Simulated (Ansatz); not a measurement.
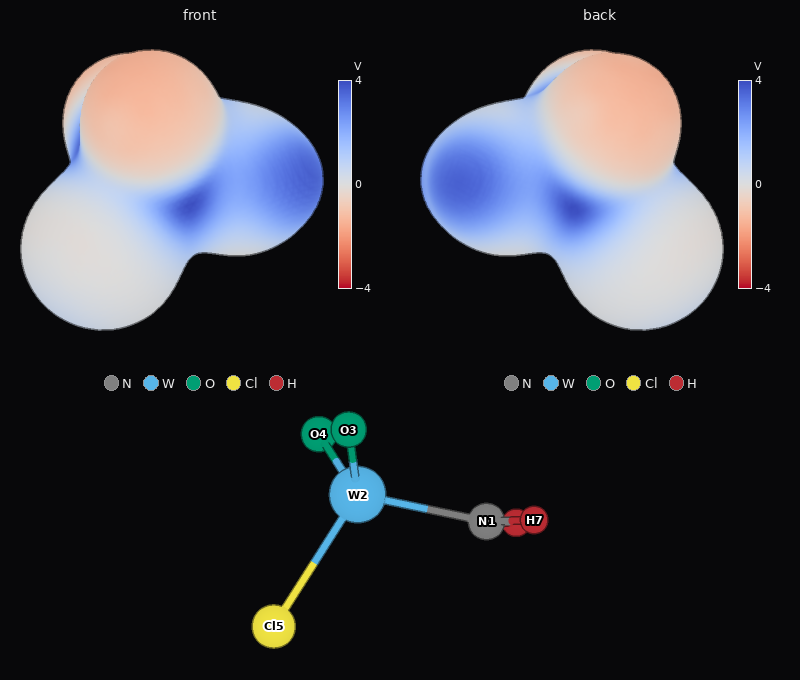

*ClH$_{2}$NO$_{2}$W (SMILES [NH2][W](=[O])(=[O])[Cl]). The molecular electrostatic potential painted on the density surface at 0.004 e/bohr³, seen from the front and from behind; the colour scale runs from red (negative) to blue (positive). The bare structure is drawn below in the same view.*

Geometry: PBE0-D4/def2-TZVP; core potentials replace the inner electrons of W.

These are results of RKS PBE0-D4/def2-TZVPP (Ansatz 0.2.0), not measurements.

```yaml
atoms:
  - { symbol: N, position_ang: [-0.6810, 0.6057, 0.7965] }
  - { symbol: W, position_ang: [0.3928, -0.4070, -0.4437] }
  - { symbol: O, position_ang: [1.6463, -1.1499, 0.4360] }
  - { symbol: O, position_ang: [-0.6063, -1.5845, -1.1594] }
  - { symbol: Cl, position_ang: [1.2758, 0.9359, -2.0562] }
  - { symbol: H, position_ang: [-1.6869, 0.6700, 0.7366] }
  - { symbol: H, position_ang: [-0.3406, 0.9298, 1.6902] }
```

> Which sites attract a positive test charge, and which a negative one?

A positive charge is drawn to the negative regions and a negative charge to the positive ones. The most negative region (about −1.4 V, or −32 kcal/mol for a unit charge) lies over O3 and O4, the most positive (about +3.7 V, or +85 kcal/mol for a unit charge) over W2. Cl5 shows a σ-hole: about +0.5 V, or +12 kcal/mol for a unit charge at the tip opposite its bond, against about 0.0 V on its flanks.
